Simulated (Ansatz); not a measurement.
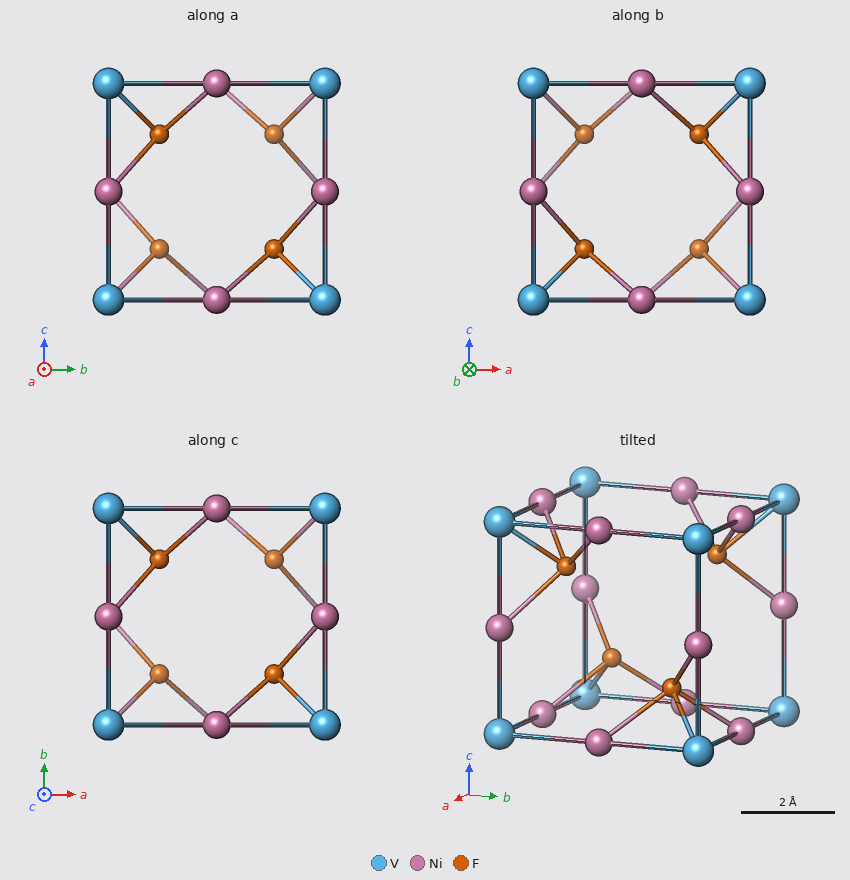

The crystal in a ball-and-stick representation, seen along the a axis, along the b axis, along the c axis and slightly off an axis. The conventional unit cell is outlined; an atom on or near a face, edge or corner is repeated at each equivalent position.

Lattice parameters: a = 4.692 Å, b = 4.692 Å, c = 4.692 Å, α = 90.00°, β = 90.00°, γ = 90.00°. Put a along x and b in the xy plane.

Q: Turn the picture into a POSCAR file, with free fractional coordinates to two decimals.

A:
```
V Ni F
1.0
     4.692    0.000    0.000
     0.000    4.692    0.000
     0.000    0.000    4.692
V Ni F
1 3 4
Direct
  0.00 0.00 0.00
  0.50 0.00 0.00
  0.00 0.50 0.00
  0.00 0.00 0.50
  0.23 0.23 0.23
  0.23 0.77 0.77
  0.77 0.77 0.23
  0.77 0.23 0.77
```

The geometry is that of a generated cell, made by putting these elements into a known structure type (the compound may or may not exist in this form), without relaxation. Ansatz was used for an electronic-structure calculation on it.

At this level of theory the cell isn't at rest (compressed, at 15 GPa and forces up to 1.2 eV/Å), so its distances can differ from those at equilibrium, the more so the softer the solid.
